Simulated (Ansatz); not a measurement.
## C2H8AlN: geometry relaxation

- system: C2H8AlN, SMILES C[CH2][AlH][NH2]
- method: RHF/STO-3G (Ansatz 0.2.0)

It belongs to a series of runs on one base structure; here: end point B relaxed. Figures and captions count atoms from 1; the log counts them from 0 in places.

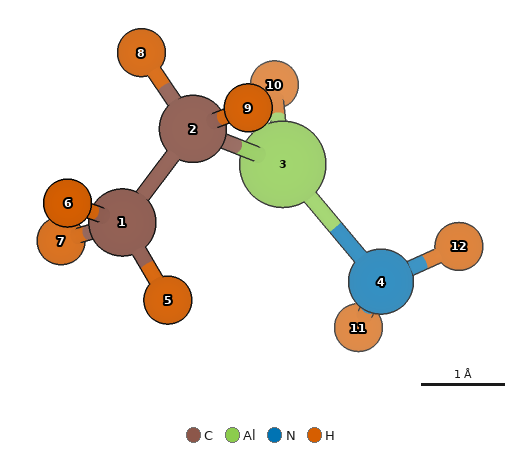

**Figure 1.** The starting structure (ball-and-stick view, seen at a tilt; atoms are numbered from 1 in the order of the input). Sticks mark near contacts. Bond lengths as drawn: Al–C 1.99 Å, Al–H 1.63 Å, Al–N 1.86 Å, C–C 1.46 Å, C–H 1.12 to 1.17 Å and H–N 1.09 Å.

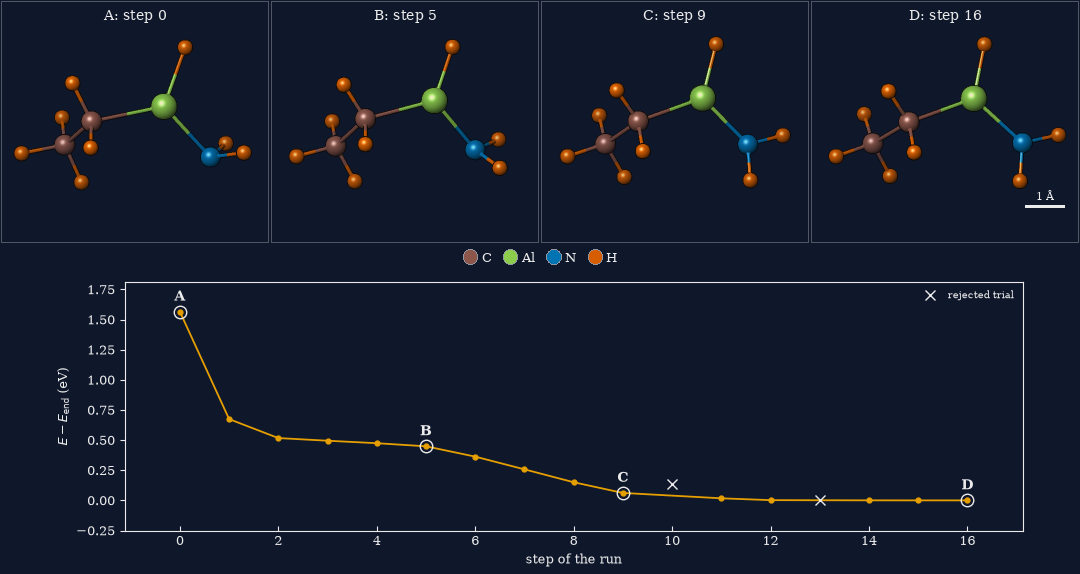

**Figure 2.** Frames of the relaxation (ball-and-stick view, seen at a tilt) above the curves, on which the letters mark them (the first geometry is step 0 here and step 1 in the log).

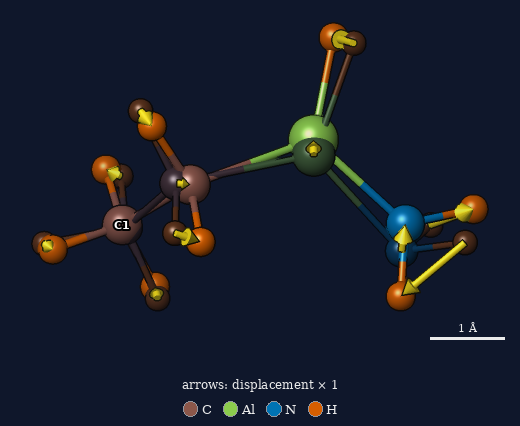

**Figure 3.** Start (faint) and end (solid) with the displacements as yellow arrows, at true length (ball-and-stick view, seen at a tilt). The two geometries are laid on each other by the best rigid fit. The energy falls by 1.565 eV in 16 geometry steps. The largest force component goes from 4.8 to 0.014 eV/Å. The line search rejected the trial steps at points 10, 13 (counted from 0) and went back. The atom that moves furthest after the best rigid fit is H12 (1.18 Å). Largest moves by element: H 1.18 Å, N 0.42 Å, Al 0.27 Å, C 0.19 Å. Distances before and after: Al3–H10 1.629 → 1.473 Å, Al3–N4 1.863 → 1.716 Å, C1–C2 1.462 → 1.547 Å, C1–H6 1.169 → 1.087 Å. Among the angles that change: Al3–N4–H11 105.2° → 125.4°, Al3–N4–H12 105.6° → 125.8°, H11–N4–H12 100.9° → 108.7°. (Atoms are counted from 1 in the order of the input.)

These pictures come from the run below.

**The input**
```yaml
crystal:
  periodic: [false, false, false]
  atoms:
    - { symbol: C, position_ang: [-1.0214, 1.1257, 0.0211] }
    - { symbol: C, position_ang: [0.0323, 0.616, 0.8972] }
    - { symbol: Al, position_ang: [1.2566, -0.5443, -0.1519] }
    - { symbol: "N", position_ang: [0.6974, -2.086, -1.0359] }
    - { symbol: H, position_ang: [-1.6624, 0.3327, -0.445] }
    - { symbol: H, position_ang: [-1.7462, 1.827, 0.6122] }
    - { symbol: H, position_ang: [-0.6102, 1.7867, -0.8053] }
    - { symbol: H, position_ang: [0.6521, 1.4749, 1.3334] }
    - { symbol: H, position_ang: [-0.4064, 0.034, 1.7596] }
    - { symbol: H, position_ang: [2.8415, -0.1722, -0.2032] }
    - { symbol: H, position_ang: [1.04971, -1.97099, -2.06007] }
    - { symbol: H, position_ang: [1.35, -2.87774, -0.68259] }
basis:
  gaussian: { orbitals: STO-3G }
hamiltonian:
  xc: hf
relax:
  f_tol: 0.015
  max_steps: 40
```

Launched with:
```bash
ansatz run input.yaml --threads 1 --pin off --max-ram 2048MiB --backend cpu --events-out ev --progress --plain --runs-dir out
```

**Output**
```
The last accepted step is kept in [file] (removed where the run ends without a failure and the disk answers)
Engine: ansatz 0.2.0, x86_64-unknown-linux-gnu
Functional definition: HF
  exchange = exact_x
  correlation = 0
452 factors; integrals over basis functions are off by at most 1.5e-5 eV
mean field evaluation 1: about -10126.7091 eV, gradient 2.2e1 eV
mean field evaluation 2: about -10126.8148 eV, gradient 2.2e1 eV
mean field evaluation 4: about -10128.5823 eV, gradient 1.5e0 eV
mean field evaluation 8: about -10128.5947 eV, gradient 1.7e-2 eV
mean field -10128.59470909 eV, -372.2189901511 hartree, gradient 2.2e-5 eV, S^2 0.000000; 0 other end points of the search recorded, 0 dependent functions left out
the calculation of the forces begins
reference -10128.59470909 eV, -372.2189901511 hartree; 20, 20 occupied and 12, 12 virtual orbitals, 452 factors
relax step   1: F+E_penalty+E_count = -10128.59470909 eV  Δ(F+E_penalty+E_count) = +0.000e0 eV  max|allowed force component| = 4.752e0 eV/Å  Δτ_max = 0.0000 Å  (27 SCF iters, accepted)
these checks for a lower state are left out or cut short: starts, cluster_reference, orbital_swaps, neighbouring_geometries, increment
452 factors; integrals over basis functions are off by at most 1.4e-5 eV
mean field evaluation 16: about -10129.4859 eV, gradient 1.9e-4 eV
mean field -10129.48585024 eV, -372.2517389843 hartree, gradient 1.3e-5 eV, S^2 0.000000; 0 other end points of the search recorded, 0 dependent functions left out
[... from here on the field's lines of each further geometry are left out, up to the last ...]
relax step   2: F+E_penalty+E_count = -10129.48585024 eV  Δ(F+E_penalty+E_count) = -8.911e-1 eV  max|allowed force component| = 3.057e0 eV/Å  Δτ_max = 0.1419 Å  (30 SCF iters, accepted)
relax step   3: F+E_penalty+E_count = -10129.64307592 eV  Δ(F+E_penalty+E_count) = -1.572e-1 eV  max|allowed force component| = 6.635e-1 eV/Å  Δτ_max = 0.0840 Å  (23 SCF iters, accepted)
relax step   4: F+E_penalty+E_count = -10129.66513293 eV  Δ(F+E_penalty+E_count) = -2.206e-2 eV  max|allowed force component| = 3.767e-1 eV/Å  Δτ_max = 0.0519 Å  (22 SCF iters, accepted)
relax step   5: F+E_penalty+E_count = -10129.68568750 eV  Δ(F+E_penalty+E_count) = -2.055e-2 eV  max|allowed force component| = 3.445e-1 eV/Å  Δτ_max = 0.2000 Å  (29 SCF iters, accepted)
relax step   6: F+E_penalty+E_count = -10129.71146452 eV  Δ(F+E_penalty+E_count) = -2.578e-2 eV  max|allowed force component| = 1.061e0 eV/Å  Δτ_max = 0.1952 Å  (29 SCF iters, accepted)
relax step   7: F+E_penalty+E_count = -10129.79709104 eV  Δ(F+E_penalty+E_count) = -8.563e-2 eV  max|allowed force component| = 7.259e-1 eV/Å  Δτ_max = 0.2000 Å  (29 SCF iters, accepted)
relax step   8: F+E_penalty+E_count = -10129.90258438 eV  Δ(F+E_penalty+E_count) = -1.055e-1 eV  max|allowed force component| = 5.919e-1 eV/Å  Δτ_max = 0.2000 Å  (29 SCF iters, accepted)
relax step   9: F+E_penalty+E_count = -10130.00961073 eV  Δ(F+E_penalty+E_count) = -1.070e-1 eV  max|allowed force component| = 9.105e-1 eV/Å  Δτ_max = 0.2000 Å  (29 SCF iters, accepted)
relax step  10: F+E_penalty+E_count = -10130.09826451 eV  Δ(F+E_penalty+E_count) = -8.865e-2 eV  max|allowed force component| = 1.065e0 eV/Å  Δτ_max = 0.1995 Å  (28 SCF iters, accepted)
relax step  11: F+E_penalty+E_count = -10130.02209260 eV  Δ(F+E_penalty+E_count) = +7.617e-2 eV  max|allowed force component| = 2.263e0 eV/Å  Δτ_max = 0.1951 Å  (28 SCF iters, rejected (line search))
relax step  12: F+E_penalty+E_count = -10130.14287494 eV  Δ(F+E_penalty+E_count) = -4.461e-2 eV  max|allowed force component| = 1.563e-1 eV/Å  Δτ_max = 0.0938 Å  (28 SCF iters, accepted)
relax step  13: F+E_penalty+E_count = -10130.15808563 eV  Δ(F+E_penalty+E_count) = -1.521e-2 eV  max|allowed force component| = 8.687e-2 eV/Å  Δτ_max = 0.1000 Å  (27 SCF iters, accepted)
relax step  14: F+E_penalty+E_count = -10130.15806656 eV  Δ(F+E_penalty+E_count) = +1.907e-5 eV  max|allowed force component| = 1.924e-1 eV/Å  Δτ_max = 0.0580 Å  (22 SCF iters, rejected (line search))
relax step  15: F+E_penalty+E_count = -10130.15972751 eV  Δ(F+E_penalty+E_count) = -1.642e-3 eV  max|allowed force component| = 3.928e-2 eV/Å  Δτ_max = 0.0290 Å  (22 SCF iters, accepted)
relax step  16: F+E_penalty+E_count = -10130.16002689 eV  Δ(F+E_penalty+E_count) = -2.994e-4 eV  max|allowed force component| = 1.638e-2 eV/Å  Δτ_max = 0.0220 Å  (22 SCF iters, accepted)
the calculation of the forces begins
reference -10130.16009907 eV, -372.2765171716 hartree; 20, 20 occupied and 12, 12 virtual orbitals, 452 factors
relax step  17: F+E_penalty+E_count = -10130.16009907 eV  Δ(F+E_penalty+E_count) = -7.218e-5 eV  max|allowed force component| = 1.441e-2 eV/Å  Δτ_max = 0.0057 Å  (23 SCF iters, accepted)
452 factors; integrals over basis functions are off by at most 3.0e-5 eV
mean field -10130.16009907 eV, -372.2765171716 hartree, gradient 2.2e-5 eV, S^2 0.000000; 1 other end points of the search recorded, 0 dependent functions left out
the calculation of the forces begins
reference -10130.16009907 eV, -372.2765171716 hartree; 20, 20 occupied and 12, 12 virtual orbitals, 452 factors
Total energy: -10130.16009907 eV, -372.2765171716 hartree
Atom 0 at    -1.022774     1.174226     0.044081 Å, force     0.004769     0.003013     0.000703 eV/Å
Atom 1 at     0.114117     0.461491     0.814008 Å, force    -0.005079    -0.002473     0.001234 eV/Å
Atom 2 at     1.400049    -0.375910    -0.317836 Å, force    -0.008169     0.000459    -0.003128 eV/Å
Atom 3 at     1.071176    -1.963954    -0.879044 Å, force     0.014407     0.000218    -0.002953 eV/Å
Atom 4 at    -1.579284     0.477885    -0.578799 Å, force     0.004885    -0.000691     0.001473 eV/Å
Atom 5 at    -1.734372     1.641979     0.720212 Å, force    -0.001189     0.000408     0.000145 eV/Å
Atom 6 at    -0.635185     1.955319    -0.605798 Å, force     0.000044     0.000281    -0.000139 eV/Å
Atom 7 at     0.589195     1.195294     1.457933 Å, force    -0.000844     0.000937    -0.001531 eV/Å
Atom 8 at    -0.342524    -0.265538     1.478881 Å, force    -0.000240    -0.002611     0.000407 eV/Å
Atom 9 at     2.654248     0.267600    -0.745151 Å, force     0.000096    -0.000865    -0.001179 eV/Å
Atom 10 at     1.672174    -2.508714    -1.490763 Å, force    -0.005684     0.001530     0.003251 eV/Å
Atom 11 at     0.246191    -2.513908    -0.658183 Å, force    -0.002995    -0.000207     0.001717 eV/Å
Dipole moment:     0.058055    -0.115439    -0.035851 e Å
```

**Trajectory as extended XYZ (Å, eV, eV/Å), 9 of the 17 frames kept, from step=1 to step=17**
```
12
Properties=species:S:1:pos:R:3:forces:R:3 step=1 energy=-10128.59471
C    -1.0214    1.1257    0.0211   -4.7525   4.0163  -1.7143
C     0.0323    0.6160    0.8972    4.4621  -2.0874   2.4380
Al    1.2566   -0.5443   -0.1519    1.8414   0.3167   0.4963
N     0.6974   -2.0860   -1.0359    2.5076   0.1936  -0.6977
H    -1.6624    0.3327   -0.4450    0.9621   0.9170   0.5536
H    -1.7462    1.8270    0.6122    1.6202  -1.8280  -1.6304
H    -0.6102    1.7867   -0.8053   -0.6687  -1.3192   1.2117
H     0.6521    1.4749    1.3334   -1.5140  -1.7267  -0.7544
H    -0.4064    0.0340    1.7596    0.6595   1.0643  -1.2893
H     2.8415   -0.1722   -0.2032   -2.9894  -0.6994   0.0066
H     1.0497   -1.9710   -2.0601   -0.7773  -0.4280   2.2212
H     1.3500   -2.8777   -0.6826   -1.3510   1.5809  -0.8415
12
Properties=species:S:1:pos:R:3:forces:R:3 step=3 energy=-10129.64308
C    -1.0423    1.1512   -0.0004   -0.1829   0.1445  -0.0630
C     0.1111    0.5751    0.8452    0.1876  -0.1422   0.0191
Al    1.3319   -0.5005   -0.1499   -0.6635  -0.5697   0.1268
N     0.7282   -1.9930   -0.9775    0.5754   0.3374  -0.0516
H    -1.6277    0.3642   -0.4701    0.0521  -0.0290   0.0304
H    -1.7254    1.7431    0.6046    0.0076   0.0081  -0.0138
H    -0.6741    1.7986   -0.7940    0.0060  -0.0089   0.0356
H     0.6275    1.3953    1.3355   -0.0371   0.0284  -0.0682
H    -0.3248   -0.0147    1.6482   -0.0029  -0.0035  -0.0720
H     2.7587   -0.2000   -0.1825    0.4575   0.1639  -0.0734
H     1.0065   -1.9584   -1.9747   -0.2008  -0.0592   0.1318
H     1.2633   -2.8151   -0.6448   -0.1989   0.1303  -0.0018
12
Properties=species:S:1:pos:R:3:forces:R:3 step=5 energy=-10129.68569
C    -1.0341    1.1063   -0.0044   -0.1792   0.1591   0.0226
C     0.1281    0.5748    0.8588    0.3445  -0.1618  -0.0809
Al    1.3744   -0.4892   -0.1252   -0.1798   0.0686   0.1414
N     0.7535   -1.8978   -1.0147    0.0954  -0.2070  -0.1014
H    -1.5992    0.2976   -0.4590    0.0304  -0.0621  -0.0019
H    -1.7322    1.6966    0.5856    0.0088  -0.0105  -0.0136
H    -0.6778    1.7468   -0.8076    0.0316  -0.0053  -0.0111
H     0.6302    1.4205    1.3185   -0.0577   0.0198   0.0197
H    -0.2964   -0.0015    1.6751   -0.0219  -0.0086   0.0140
H     2.8092   -0.1480   -0.1660    0.0097   0.0353  -0.0345
H     1.0620   -1.9449   -1.9935    0.0329  -0.0359   0.0827
H     1.0153   -2.8155   -0.6278   -0.1148   0.2083  -0.0370
12
Properties=species:S:1:pos:R:3:forces:R:3 step=7 energy=-10129.79709
C    -1.0191    1.0769    0.0075   -0.2267   0.1664  -0.0912
C     0.1459    0.5614    0.8748    0.3176  -0.1988   0.1378
Al    1.3940   -0.4459   -0.1654   -0.2892   0.1536   0.1304
N     0.7572   -1.8167   -1.0833    0.3984  -0.6844   0.1067
H    -1.5452    0.2534   -0.4706   -0.0053   0.0355   0.0368
H    -1.7475    1.6410    0.5910    0.0940  -0.0811  -0.0645
H    -0.6625    1.7343   -0.7838   -0.0339  -0.0069   0.0459
H     0.6206    1.4119    1.3597   -0.0604  -0.0990  -0.0504
H    -0.2747   -0.0451    1.6735    0.0226   0.0467  -0.0274
H     2.8085   -0.0521   -0.2820    0.0425   0.0403  -0.1037
H     1.3108   -2.0627   -1.9180   -0.1257  -0.0981   0.3439
H     0.6449   -2.7107   -0.5639   -0.1339   0.7259  -0.4644
12
Properties=species:S:1:pos:R:3:forces:R:3 step=9 energy=-10130.00961
C    -0.9947    1.0782    0.0153   -0.0067  -0.0353  -0.0010
C     0.1531    0.5236    0.8940   -0.0976   0.0536  -0.0551
Al    1.4033   -0.3880   -0.2099    0.0447  -0.2360  -0.2983
N     0.8504   -1.8110   -1.0662    0.1005  -0.7807   0.5194
H    -1.4780    0.2734   -0.5345   -0.0701   0.0950   0.0042
H    -1.7539    1.5812    0.6077   -0.0499  -0.0081   0.0203
H    -0.6274    1.7993   -0.7132   -0.0074  -0.0537   0.0372
H     0.5886    1.3564    1.4350    0.1048  -0.0395   0.0283
H    -0.2865   -0.1288    1.6413    0.0049  -0.0233   0.0174
H     2.7605    0.1115   -0.5177   -0.1353   0.0139   0.0171
H     1.4995   -2.2770   -1.7105   -0.1570   0.1035   0.1913
H     0.3180   -2.5730   -0.6018    0.2692   0.9105  -0.4808
12
Properties=species:S:1:pos:R:3:forces:R:3 step=11 energy=-10130.02209 accepted=F
C    -0.9980    1.1603    0.0355   -0.0467  -0.2621  -0.1297
C     0.1208    0.4552    0.8470   -0.0369   0.2334   0.4277
Al    1.4381   -0.3593   -0.2588   -0.1829  -0.9199  -1.0927
N     1.0730   -1.9670   -0.8741   -1.8014   0.0331   1.1562
H    -1.5552    0.4384   -0.5628    0.0697   0.1143   0.0536
H    -1.7188    1.6692    0.6727    0.0932  -0.0436   0.0574
H    -0.5935    1.9028   -0.6492    0.0232   0.0019   0.0466
H     0.5604    1.1976    1.5181   -0.0882  -0.2460  -0.1931
H    -0.3473   -0.2901    1.4898    0.0146   0.1786  -0.0793
H     2.6319    0.3523   -0.7978   -0.2544  -0.3100   0.3177
H     1.6419   -2.5025   -1.5251   -0.0530  -0.0565  -0.0064
H     0.1797   -2.5112   -0.6558    2.2628   1.2768  -0.5580
12
Properties=species:S:1:pos:R:3:forces:R:3 step=13 energy=-10130.15809
C    -1.0108    1.1561    0.0390   -0.0248   0.0869   0.0423
C     0.1188    0.4609    0.8344    0.0003  -0.0428  -0.0618
Al    1.4004   -0.3682   -0.3078    0.0192   0.0270   0.0401
N     1.0587   -1.9479   -0.8803    0.0227  -0.0543  -0.0367
H    -1.5632    0.4450   -0.5704   -0.0034  -0.0075   0.0026
H    -1.7267    1.6446    0.6962    0.0010  -0.0153  -0.0142
H    -0.6154    1.9186   -0.6284   -0.0136   0.0006   0.0075
H     0.5853    1.2023    1.4753   -0.0081   0.0118  -0.0066
H    -0.3418   -0.2639    1.4992    0.0216   0.0053  -0.0047
H     2.6477    0.2805   -0.7487   -0.0048  -0.0125   0.0170
H     1.6537   -2.4917   -1.4986   -0.0042   0.0037  -0.0072
H     0.2262   -2.4905   -0.6703   -0.0058  -0.0028   0.0216
12
Properties=species:S:1:pos:R:3:forces:R:3 step=15 energy=-10130.15973
C    -1.0196    1.1692    0.0426   -0.0012  -0.0036  -0.0107
C     0.1152    0.4630    0.8214   -0.0160  -0.0043   0.0169
Al    1.3999   -0.3759   -0.3092    0.0393   0.0112  -0.0354
N     1.0701   -1.9610   -0.8772   -0.0143  -0.0084  -0.0005
H    -1.5736    0.4641   -0.5723   -0.0145   0.0074  -0.0075
H    -1.7333    1.6464    0.7102    0.0125  -0.0097   0.0019
H    -0.6298    1.9410   -0.6172   -0.0034   0.0025   0.0064
H     0.5878    1.2009    1.4622    0.0016  -0.0033   0.0067
H    -0.3425   -0.2625    1.4876    0.0048   0.0144   0.0021
H     2.6540    0.2662   -0.7409   -0.0141  -0.0012   0.0123
H     1.6607   -2.4951   -1.5079    0.0027  -0.0052   0.0109
H     0.2440   -2.5108   -0.6596    0.0028   0.0001  -0.0030
12
Properties=species:S:1:pos:R:3:forces:R:3 step=17 energy=-10130.16010
C    -1.0228    1.1742    0.0441    0.0048   0.0030   0.0007
C     0.1141    0.4615    0.8140   -0.0051  -0.0025   0.0012
Al    1.4000   -0.3759   -0.3178   -0.0082   0.0005  -0.0031
N     1.0712   -1.9640   -0.8790    0.0144   0.0002  -0.0030
H    -1.5793    0.4779   -0.5788    0.0049  -0.0007   0.0015
H    -1.7344    1.6420    0.7202   -0.0012   0.0004   0.0001
H    -0.6352    1.9553   -0.6058    0.0000   0.0003  -0.0001
H     0.5892    1.1953    1.4579   -0.0008   0.0009  -0.0015
H    -0.3425   -0.2655    1.4789   -0.0002  -0.0026   0.0004
H     2.6542    0.2676   -0.7452    0.0001  -0.0009  -0.0012
H     1.6722   -2.5087   -1.4908   -0.0057   0.0015   0.0033
H     0.2462   -2.5139   -0.6582   -0.0030  -0.0002   0.0017
```

**Key numbers**

```tsv
quantity	value
outcome	converged
total energy	−10130.1601 eV
mean-field energy	−10130.1601 eV
largest force (length of the vector) at the end	0.015 eV/Å
hardware	1 thread of Intel Xeon (Sapphire Rapids), 64 GiB of memory available, shared host
wall time	13 s
peak memory	0.12 GiB
```
